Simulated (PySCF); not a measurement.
**isobutaneboronic acid (C₄H₁₁BO₂): a tour of settings**

Which settings matter for isobutaneboronic acid (C₄H₁₁BO₂) (`CC(C)CB(O)O`), and how do bad ones show?

The runs use PySCF 2.14.0, with density-fitted response routines of our own; the level of theory stands in each step. All values are computed, except where a source is named. Atoms count from 0, in the outputs and in this text.

## Step 1: The molecule as given

18 atoms, charge 0, multiplicity 1; geometry from: GFN2-xTB.

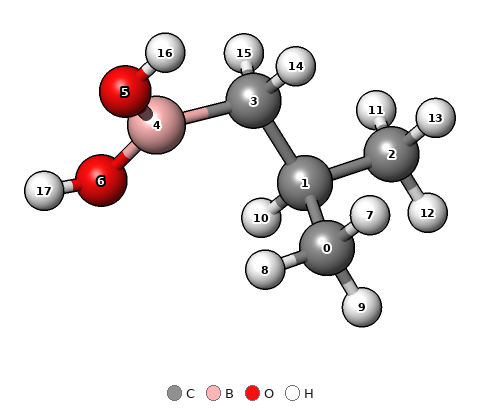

The starting geometry (carbon grey, boron pink, oxygen red, hydrogen white), atoms numbered; sticks join atoms by distance.

## Step 2: Shielding tensors: PBE0/pcSseg-1

What the job is given:

```
{"job": {"kind": "nmr", "xc": "PBE0", "basis": "pcSseg-1"}, "charge": 0, "multiplicity": 1}
C     -0.793450     1.406731    -0.130425
C     -0.707128    -0.091756    -0.409221
C     -2.047077    -0.762712    -0.116062
C      0.417305    -0.723599     0.424139
B      1.877583    -0.184191     0.042856
O      2.811310     0.177296     0.969605
O      2.227279    -0.096897    -1.256359
H     -1.026200     1.585105     0.918028
H      0.154359     1.887499    -0.360209
H     -1.571026     1.865700    -0.736954
H     -0.463139    -0.234727    -1.465903
H     -2.007184    -1.823118    -0.353761
H     -2.839045    -0.309670    -0.708509
H     -2.304407    -0.656109     0.936135
H      0.198496    -0.564410     1.484101
H      0.394777    -1.804125     0.262013
H      2.548222     0.115517     1.885730
H      3.120567     0.219786    -1.396861
```

With the program's defaults for keys left out, this is: GIAO PBE0/pcSseg-1 NMR shielding, non-relativistic, gas phase.

The run is started by

```bash
$ OMP_NUM_THREADS=1 python probes_run.py task.json out
```

The driver reads the jobs from task.json and runs them one after another.

The log of the run:

```text
coarse grid: 14424 points
cycle   1  E = -333.8234611597  dE =  7.288e-01  |g| = 9.084e-01  |ddm| = 3.489e+00
cycle   2  E = -333.7184975606  dE =  1.050e-01  |g| = 1.201e+00  |ddm| = 1.420e+00
cycle   3  E = -333.9821129933  dE = -2.636e-01  |g| = 8.232e-02  |ddm| = 8.363e-01
cycle   4  E = -333.9833506885  dE = -1.238e-03  |g| = 3.185e-02  |ddm| = 7.842e-02
cycle   5  E = -333.9835829803  dE = -2.323e-04  |g| = 5.583e-03  |ddm| = 2.751e-02
cycle   6  E = -333.9835892011  dE = -6.221e-06  |g| = 2.026e-03  |ddm| = 6.107e-03
final grid: 137552 points
cycle   7  E = -334.0441521959  dE = -5.021e-05  |g| = 1.133e-02  |ddm| = 2.899e-02
cycle   8  E = -334.0441313788  dE =  2.082e-05  |g| = 1.513e-02  |ddm| = 1.991e-02
cycle   9  E = -334.0441814175  dE = -5.004e-05  |g| = 8.846e-04  |ddm| = 1.133e-02
cycle  10  E = -334.0441815629  dE = -1.453e-07  |g| = 2.295e-04  |ddm| = 7.175e-04
cycle  11  E = -334.0441815730  dE = -1.013e-08  |g| = 5.602e-05  |ddm| = 2.105e-04
cycle  12  E = -334.0441815736  dE = -6.432e-10  |g| = 1.802e-05  |ddm| = 6.063e-05
converged SCF energy = -334.0441815736

GIAO shielding tensors (ppm)
atom      isotropic    diamagn.    paramagn.     s11        s22        s33       span
  0 C      160.404     249.842     -89.438    145.471    149.450    186.291     40.821
  1 C      157.669     246.001     -88.332    152.238    158.940    161.830      9.592
  2 C      158.622     247.407     -88.784    140.708    148.059    187.100     46.392
  3 C      156.603     255.641     -99.038    141.186    149.177    179.448     38.262
  4 B       70.617     193.863    -123.246     50.103     68.007     93.741     43.637
  5 O      198.677     385.807    -187.130     81.070    246.858    268.102    187.032
  6 O      221.343     387.241    -165.898    118.908    262.265    282.856    163.949
  7 H       31.275      32.336      -1.062     28.569     29.110     36.144      7.574
  8 H       30.625      32.088      -1.463     25.766     30.309     35.800     10.034
  9 H       30.638      31.069      -0.431     26.447     27.859     37.608     11.161
 10 H       29.755      33.218      -3.463     25.785     28.894     34.586      8.800
 11 H       30.588      30.383       0.204     26.365     28.238     37.160     10.795
 12 H       30.589      30.007       0.581     26.243     27.996     37.526     11.283
 13 H       31.081      30.966       0.115     27.929     29.249     36.064      8.135
 14 H       31.747      35.264      -3.518     28.286     31.549     35.405      7.119
 15 H       30.664      33.039      -2.375     26.606     29.466     35.921      9.316
 16 H       27.616      32.555      -4.939     21.892     24.925     36.031     14.138
 17 H       27.680      29.372      -1.692     22.004     22.832     38.204     16.200
```

Run time: 28 s. Hardware: 1 thread of Arm Neoverse V1, shared host; peak memory 0.78 GiB.

Shifts follow as δ = σ(reference) − σ, with reference shieldings (ppm) from runs at the same level and on the same kind of geometry: 1H TMS 31.72, 13C TMS 186.9, 17O H2O 336.1, 11B BF3·OEt2 100.1. The references are single molecules in the gas phase, so shifts against H2O, NH3, PH3, H3PO4 or CFCl3 are not on the usual liquid scales and can be off by tens of ppm. Atoms listed in one row are averaged.

| atoms | environment | σ (ppm) | δ (ppm) | δ scaled to CDCl3 |
| --- | --- | --- | --- | --- |
| C3 | sp3 CH2 bonded to B | 156.6 | 30.3 | 27.7 |
| C1 | sp3 CH | 157.7 | 29.3 | 26.6 |
| C0, C2 | methyl carbon | 159.5 | 27.4 | 24.8 |
| H16, H17 | hydrogen on an oxygen bonded to B | 27.65 | 4.07 | – |
| H10 | hydrogen on an sp3 CH | 29.76 | 1.96 | 1.95 |
| H7, H8, H9, H11, H12, H13 | hydrogen on a methyl carbon | 30.80 | 0.92 | 0.97 |
| H14, H15 | hydrogen on an sp3 CH2 bonded to B | 31.21 | 0.51 | 0.59 |
| B4 | boron bonded to C, 2 O | 70.6 | 29.5 | – |
| O5, O6 | oxygen bonded to B, H | 210.0 | 126.1 | – |

The scaled column applies a straight-line fit of computed shieldings to shifts measured in CDCl3 (root-mean-square error 0.16 ppm for H, 1.9 ppm for C).

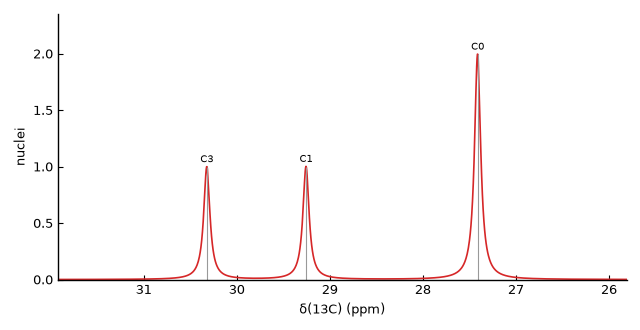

13C lines at the computed shifts, without couplings. Lines are broadened to a width of 0.08 ppm (Lorentzian).

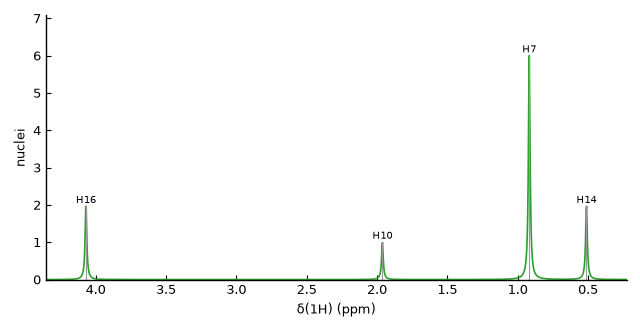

1H lines at the computed shifts, without couplings. Lines are broadened to a width of 0.01 ppm (Lorentzian).

The run also stored atomic charges by several schemes (e):

| atoms | Mulliken | IAO | Hirshfeld | ESP fit |
| --- | --- | --- | --- | --- |
| C0, C2 | -0.22 | -0.42 | -0.12 | -0.61 |
| C1 | -0.38 | -0.08 | -0.02 | 0.66 |
| C3 | -0.42 | -0.43 | -0.15 | -0.65 |
| B4 | 0.56 | 0.51 | 0.25 | 0.75 |
| O5, O6 | -0.41 | -0.55 | -0.26 | -0.74 |

Hirshfeld charges:

C0 -0.12; C1 -0.02; C2 -0.12; C3 -0.15; B4 0.25; O5 -0.27; O6 -0.25; H7 0.03; H8 0.04; H9 0.04; H10 0.03; H11 0.04; H12 0.04; H13 0.03; H14 0.03; H15 0.04; H16 0.18; H17 0.18

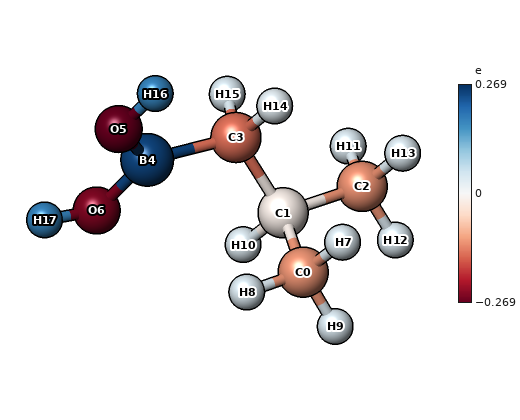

Hirshfeld charges, as colours on the atoms.

Mayer bond orders: C0–C1 1.03, C1–C2 1.04, C1–C3 1.01, C3–B4 0.94, B4–O5 1.23, B4–O6 1.23.

Orbitals, density, ELF and potential are computed afterwards from the orbital file.

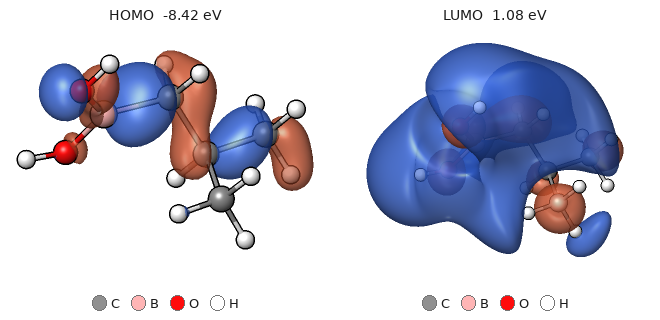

Frontier orbitals at PBE0/pcSseg-1; each surface holds 70 % of the orbital's density, blue and red mark the sign.

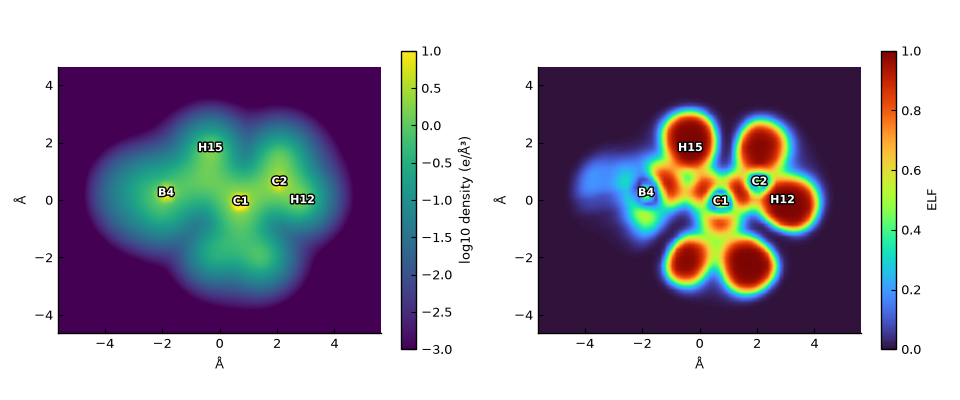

Density (left) and ELF (right) in a plane through or near 5 of the atoms.

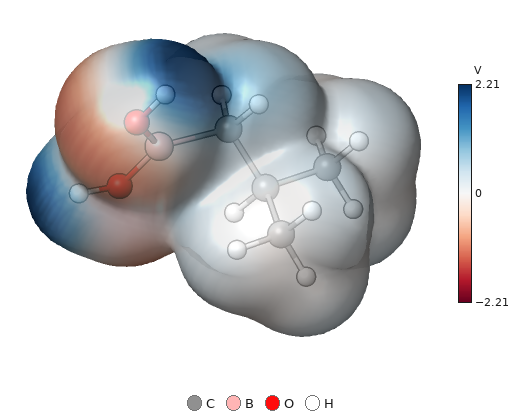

Electrostatic potential on the surface of density 0.002 e/bohr³; red is low, blue high. It runs from -1.36 V near O6 to 2.21 V near H16.

## Step 3: TDDFT and polarisability: PBE0/def2-SVPD

Settings changed since step 2:

```diff
@@ -1,2 +1,2 @@
-{"job": {"kind": "nmr", "xc": "PBE0", "basis": "pcSseg-1"}, "charge": 0, "multiplicity": 1}
+{"job": {"kind": "uv", "xc": "PBE0", "basis": "def2-SVPD", "nstates": 6, "ntriplets": 2}, "charge": 0, "multiplicity": 1}
 C     -0.793450     1.406731    -0.130425
```

With the program's defaults for keys left out, this is: TDDFT PBE0/def2-SVPD, vertical, gas phase, core orbitals frozen in the response.

The log of the run:

```text
coarse grid: 14424 points
cycle   1  E = -333.6485978895  dE =  6.660e-01  |g| = 8.649e-01  |ddm| = 6.124e+00
cycle   2  E = -333.5207550961  dE =  1.278e-01  |g| = 1.199e+00  |ddm| = 2.213e+00
cycle   3  E = -333.8012572798  dE = -2.805e-01  |g| = 8.592e-02  |ddm| = 1.179e+00
cycle   4  E = -333.8026329794  dE = -1.376e-03  |g| = 3.393e-02  |ddm| = 1.456e-01
cycle   5  E = -333.8029131741  dE = -2.802e-04  |g| = 5.473e-03  |ddm| = 5.631e-02
cycle   6  E = -333.8029193880  dE = -6.214e-06  |g| = 2.057e-03  |ddm| = 1.229e-02
final grid: 137552 points
cycle   7  E = -333.8625096184  dE = -5.978e-05  |g| = 1.086e-02  |ddm| = 1.618e-01
cycle   8  E = -333.8624887903  dE =  2.083e-05  |g| = 1.461e-02  |ddm| = 3.624e-02
cycle   9  E = -333.8625376520  dE = -4.886e-05  |g| = 9.041e-04  |ddm| = 1.858e-02
cycle  10  E = -333.8625378132  dE = -1.611e-07  |g| = 2.521e-04  |ddm| = 1.345e-03
cycle  11  E = -333.8625378260  dE = -1.283e-08  |g| = 6.436e-05  |ddm| = 5.422e-04
cycle  12  E = -333.8625378269  dE = -9.244e-10  |g| = 1.938e-05  |ddm| = 1.558e-04
converged SCF energy = -333.8625378269

Static polarisability (au): isotropic 71.115, principal 65.612 67.878 79.856

Singlet excitations
state   eV       nm        f      main configurations
  1   7.4704    166.0   0.05255   H->L 0.97
  2   8.0751    153.5   0.00280   H-3->L 0.71, H-1->L 0.25
  3   8.1494    152.1   0.01924   H-1->L 0.69, H-3->L 0.23
  4   8.1982    151.2   0.01287   H->L+2 0.37, H->L+1 0.26, H->L+3 0.25
  5   8.2213    150.8   0.00740   H-2->L 0.85
  6   8.4418    146.9   0.02543   H->L+1 0.67, H->L+2 0.19, H->L+3 0.09

Triplet excitations (Tamm-Dancoff, eV): 7.3213 7.5518
```

Wall time 45 s (1 thread of Arm Neoverse V1, shared host); peak memory 0.95 GiB.

The orbitals next to the gap, with their largest atomic shares:

| orbital | eV | atoms |
| --- | --- | --- |
| HOMO−3 | -9.35 | O6 44 %, O5 41 %, B4 7 % |
| HOMO−2 | -9.09 | C0 23 %, C1 23 %, C3 15 % |
| HOMO−1 | -8.97 | C1 28 %, H10 16 %, C3 14 % |
| HOMO | -8.46 | C3 25 %, B4 15 %, C2 14 % |
| LUMO | 0.06 | B4 41 %, O5 14 %, H16 10 % |
| LUMO+1 | 1.00 | O5 28 %, O6 17 %, H16 13 % |
| LUMO+2 | 1.07 | C2 14 %, O6 14 %, O5 10 % |

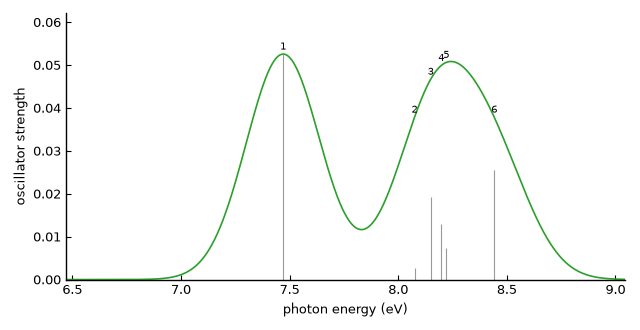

Absorption spectrum from the 6 singlet states computed; above the last one it falls off for lack of states. Lines are broadened to a width of 0.40 eV (Gaussian).

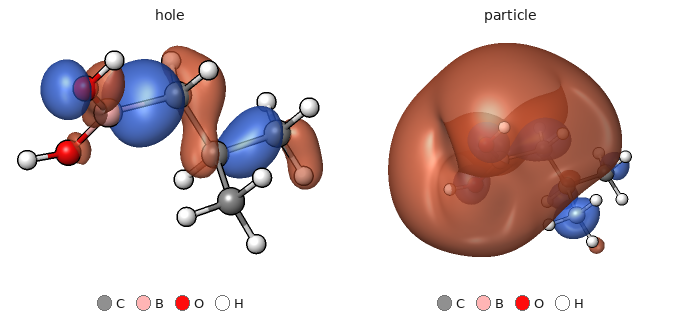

Leading natural transition orbitals of singlet state 1: the electron leaves the hole (left) for the particle orbital (right).

Ground-state properties from the same run:

| property | computed |
| --- | --- |
| dipole moment (D) | 1.17 |
| polarisability (Å³) | 10.54 |
| HOMO–LUMO gap (eV) | 8.53 |
| −ε(HOMO) (eV) | 8.46 |

## Step 4: Excited states and response: LDA/def2-SVPD

Settings changed since step 3:

```diff
@@ -1,2 +1,2 @@
-{"job": {"kind": "uv", "xc": "PBE0", "basis": "def2-SVPD", "nstates": 6, "ntriplets": 2}, "charge": 0, "multiplicity": 1}
+{"job": {"kind": "uv", "xc": "LDA", "basis": "def2-SVPD", "nstates": 6, "ntriplets": 0, "tda": false, "scf": {"max_cycle": 60}}, "charge": 0, "multiplicity": 5}
 C     -0.793450     1.406731    -0.130425
```

With the program's defaults for keys left out, this is: LDA/def2-SVPD.

The log of the run:

```text
NotImplementedError: this response code serves closed shells only; the SCF ended at -330.88769177 Eh with <S^2> = 6.0024
```

Wall time 66 s (1 thread of Arm Neoverse V1, shared host).

Diagnosis: The input makes an open shell, and this response code serves closed shells alone. The remedy is to restore the closed-shell charge and spin, or use an unrestricted response code.

## Step 5: NMR shieldings: OPBE/pcSseg-0

Settings changed since step 4:

```diff
@@ -1,2 +1,2 @@
-{"job": {"kind": "uv", "xc": "LDA", "basis": "def2-SVPD", "nstates": 6, "ntriplets": 0, "tda": false, "scf": {"max_cycle": 60}}, "charge": 0, "multiplicity": 5}
+{"job": {"kind": "nmr", "xc": "OPBE", "basis": "pcSseg-0", "pop": false, "scf": {"level_shift": 0.1}}, "charge": 0, "multiplicity": 1}
 C     -0.793450     1.406731    -0.130425
```

Level: GIAO OPBE/pcSseg-0 NMR shielding, non-relativistic, gas phase.

The log of the run:

```text
final grid: 137552 points
cycle   1  E = -333.3895894557  dE =  4.578e-01  |g| = 8.337e-01  |ddm| = 3.884e+00
cycle   2  E = -333.3047141332  dE =  8.488e-02  |g| = 1.110e+00  |ddm| = 2.001e+00
cycle   3  E = -333.5241763956  dE = -2.195e-01  |g| = 1.244e-01  |ddm| = 9.599e-01
cycle   4  E = -333.5281660837  dE = -3.990e-03  |g| = 2.650e-02  |ddm| = 1.861e-01
cycle   5  E = -333.5283192563  dE = -1.532e-04  |g| = 7.301e-03  |ddm| = 3.405e-02
cycle   6  E = -333.5283279271  dE = -8.671e-06  |g| = 4.336e-03  |ddm| = 9.815e-03
cycle   7  E = -333.5283309828  dE = -3.056e-06  |g| = 1.167e-03  |ddm| = 3.934e-03
cycle   8  E = -333.5283313139  dE = -3.311e-07  |g| = 1.630e-04  |ddm| = 1.333e-03
cycle   9  E = -333.5283313204  dE = -6.498e-09  |g| = 5.365e-05  |ddm| = 2.609e-04
cycle  10  E = -333.5283313211  dE = -7.174e-10  |g| = 7.536e-06  |ddm| = 5.963e-05
level shift removed, Fock matrix diagonalised once more
converged SCF energy = -333.5283313211

GIAO shielding tensors (ppm)
atom      isotropic    diamagn.    paramagn.     s11        s22        s33       span
  0 C      167.393     249.812     -82.419    152.387    157.012    192.781     40.394
  1 C      167.546     244.614     -77.068    159.785    167.519    175.332     15.547
  2 C      165.548     247.789     -82.241    147.975    155.416    193.253     45.279
  3 C      165.550     256.816     -91.267    151.622    157.022    188.005     36.382
  4 B       78.738     187.870    -109.133     56.115     76.569    103.529     47.414
  5 O      197.703     400.608    -202.905     71.678    256.960    264.470    192.792
  6 O      218.538     389.052    -170.514    112.686    249.196    293.731    181.045
  7 H       32.663      31.718       0.945     29.879     30.472     37.638      7.759
  8 H       32.087      30.851       1.236     27.111     31.801     37.348     10.237
  9 H       32.074      32.087      -0.013     27.764     29.275     39.181     11.417
 10 H       31.173      32.949      -1.776     26.781     30.448     36.291      9.510
 11 H       31.973      30.741       1.232     27.612     29.573     38.734     11.122
 12 H       31.996      31.235       0.761     27.491     29.333     39.163     11.672
 13 H       32.378      30.771       1.608     29.147     30.375     37.613      8.467
 14 H       33.217      34.532      -1.315     29.620     33.004     37.027      7.407
 15 H       32.016      33.355      -1.339     27.397     30.960     37.692     10.295
 16 H       29.236      31.948      -2.711     24.636     26.642     36.431     11.795
 17 H       29.330      28.060       1.270     24.160     25.076     38.754     14.594
```

Run time: 11 s. Hardware: 1 thread of Arm Neoverse V1, shared host.

This run: σ C3 165.5, C0 166.5, C1 167.5, B4 78.7, H16 29.28, H10 31.17 ppm (means over like atoms).

## Step 6: NMR shieldings: B97-D/pcseg-1

Settings changed since step 5:

```diff
@@ -1,2 +1,2 @@
-{"job": {"kind": "nmr", "xc": "OPBE", "basis": "pcSseg-0", "pop": false, "scf": {"level_shift": 0.1}}, "charge": 0, "multiplicity": 1}
+{"job": {"kind": "nmr", "xc": "B97-D", "basis": "pcseg-1", "pop": true}, "charge": 0, "multiplicity": 1}
 C     -0.793450     1.406731    -0.130425
```

Method: GIAO B97-D/pcseg-1 NMR shielding, non-relativistic, gas phase.

The log of the run:

```text
coarse grid: 14424 points
cycle   1  E = -333.8633756958  dE =  5.897e-01  |g| = 1.050e+00  |ddm| = 3.977e+00
cycle   2  E = -333.4280695490  dE =  4.353e-01  |g| = 1.793e+00  |ddm| = 2.462e+00
cycle   3  E = -334.0925065146  dE = -6.644e-01  |g| = 1.391e-01  |ddm| = 1.651e+00
cycle   4  E = -334.0962520784  dE = -3.746e-03  |g| = 6.019e-02  |ddm| = 1.726e-01
cycle   5  E = -334.0970831195  dE = -8.310e-04  |g| = 1.374e-02  |ddm| = 6.214e-02
cycle   6  E = -334.0971180423  dE = -3.492e-05  |g| = 6.123e-03  |ddm| = 1.645e-02
cycle   7  E = -334.0971250892  dE = -7.047e-06  |g| = 1.795e-03  |ddm| = 5.345e-03
final grid: 137552 points
cycle   8  E = -334.1665414785  dE = -9.023e-05  |g| = 6.996e-03  |ddm| = 4.530e-02
cycle   9  E = -334.1665209561  dE =  2.052e-05  |g| = 1.184e-02  |ddm| = 1.711e-02
cycle  10  E = -334.1665531806  dE = -3.222e-05  |g| = 1.349e-03  |ddm| = 1.048e-02
cycle  11  E = -334.1665535352  dE = -3.546e-07  |g| = 2.844e-04  |ddm| = 1.219e-03
cycle  12  E = -334.1665535510  dE = -1.578e-08  |g| = 9.383e-05  |ddm| = 3.267e-04
cycle  13  E = -334.1665535529  dE = -1.917e-09  |g| = 2.266e-05  |ddm| = 1.017e-04
cycle  14  E = -334.1665535530  dE = -1.100e-10  |g| = 6.084e-06  |ddm| = 2.327e-05
converged SCF energy = -334.1665535530

GIAO shielding tensors (ppm)
atom      isotropic    diamagn.    paramagn.     s11        s22        s33       span
  0 C      163.291     249.248     -85.958    148.607    152.569    188.696     40.089
  1 C      157.137     246.561     -89.425    151.367    157.275    162.768     11.401
  2 C      161.342     246.929     -85.586    143.487    151.095    189.445     45.958
  3 C      158.988     254.200     -95.212    143.775    150.699    182.490     38.715
  4 B       79.511     199.697    -120.187     61.550     79.574     97.408     35.858
  5 O      209.165     383.451    -174.286     99.612    255.348    272.535    172.923
  6 O      232.945     384.139    -151.194    139.523    267.699    291.612    152.089
  7 H       31.434      32.638      -1.204     28.929     29.442     35.930      7.001
  8 H       30.807      32.577      -1.770     26.266     30.666     35.489      9.223
  9 H       30.823      31.110      -0.288     26.943     28.248     37.276     10.333
 10 H       29.969      33.702      -3.734     26.250     29.489     34.167      7.916
 11 H       30.786      30.576       0.210     26.940     28.572     36.847      9.907
 12 H       30.770      30.017       0.753     26.750     28.338     37.223     10.474
 13 H       31.258      31.238       0.020     28.423     29.469     35.882      7.458
 14 H       31.933      35.546      -3.613     28.690     31.851     35.259      6.569
 15 H       30.824      33.231      -2.407     27.021     29.900     35.551      8.530
 16 H       28.145      32.750      -4.604     22.823     25.452     36.161     13.338
 17 H       28.259      29.367      -1.107     23.126     23.439     38.214     15.088
```

It took 26 s on 1 thread of Arm Neoverse V1, shared host.

This run: σ C1 157.1, C3 159.0, C0 162.3, B4 79.5, H16 28.20, H10 29.97 ppm (means over like atoms).

## Step 7: Run by run: NMR shifts

Shifts (ppm) of some atoms, chosen among heavy atoms and hydrogens apart, means over like atoms, with basis size and wall time:

| run | C3 | C1 | C0 | H16 | H7 | H14 | O5 | functions | time |
| --- | --- | --- | --- | --- | --- | --- | --- | --- | --- |
| PBE0/pcSseg-1 | 30.3 | 29.3 | 27.4 | 4.07 | 0.92 | 0.51 | 126.1 | 174 | 28 s |
| OPBE/pcSseg-0 | 29.8 | 27.8 | 28.9 | 3.98 | 1.07 | 0.65 | 125.7 | 85 | 11 s |
| B97-D/pcseg-1 | 32.6 | 34.4 | 29.2 | 3.78 | 1.01 | 0.61 | 114.1 | 153 | 26 s |

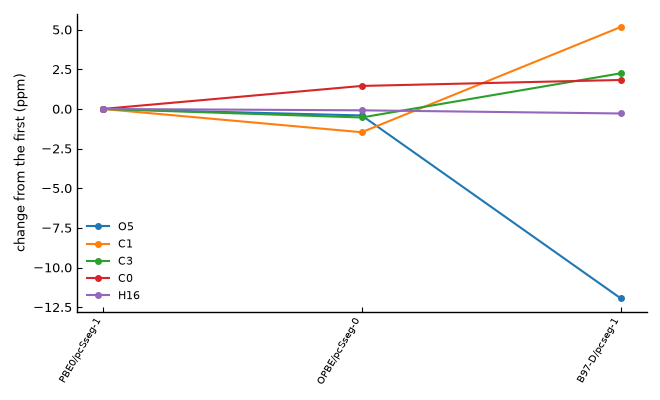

How five of the tabulated atoms move from run to run.

## Step 8: Results

| quantity | value |
| --- | --- |
| 13C shifts against TMS (PBE0/pcSseg-1, means over atoms taken as alike) | 30.3, 29.3, 27.4 ppm |
| 1H shifts against TMS (PBE0/pcSseg-1, means over atoms taken as alike) | 4.07, 1.96, 0.92, 0.51 ppm |
| 11B shifts against BF3·OEt2 (PBE0/pcSseg-1) | 29.5 ppm |
| 17O shifts against H2O (PBE0/pcSseg-1, means over atoms taken as alike) | 126.1 ppm |
| surface potential, least and greatest | -1.36 V and 2.21 V |
| lowest singlet (PBE0/def2-SVPD) | 7.47 eV (166 nm), f = 0.053 |
| lowest triplet | 7.32 eV |
| range of the shift of O5 | 114.1 to 126.1 ppm |
| property runs in this session | 5, of which 1 failed and 0 gave unsound results |

Single values in the summary come from the first run of each kind that ended normally (PBE0/pcSseg-1; PBE0/def2-SVPD), which need not be the best level. At PBE0/pcSseg-1: Shielding is most anisotropic at O5, O6 (span 175 ppm, paramagnetic term -177 ppm). The lowest singlet, at 7.47 eV, is HOMO→LUMO 0.97 and is bright. The lowest triplet lies 0.15 eV below the lowest singlet (triplets in Tamm-Dancoff, singlets in full TDDFT). Among the atoms with a shift in every run: In ppm, O5 (with its like atoms) moves most: its shift spreads over 11.9 ppm, from 114.1 (B97-D/pcseg-1) to 126.1 (PBE0/pcSseg-1).
